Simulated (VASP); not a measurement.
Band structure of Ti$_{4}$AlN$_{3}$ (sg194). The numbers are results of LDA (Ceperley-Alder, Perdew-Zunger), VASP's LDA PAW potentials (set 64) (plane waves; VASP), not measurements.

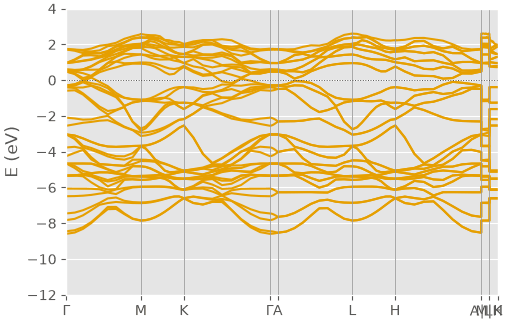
*Bands along high-symmetry lines, zero at the valence-band maximum or, without a gap, the Fermi level*

Task: Read the plot: is there a gap, and where are the band edges?

Result: It has no gap at this level: it comes out as a metal or semimetal. (Edges off the drawn lines would not show.)

The compound is Ti4AlN3 in the sg194 structure. It was relaxed first.
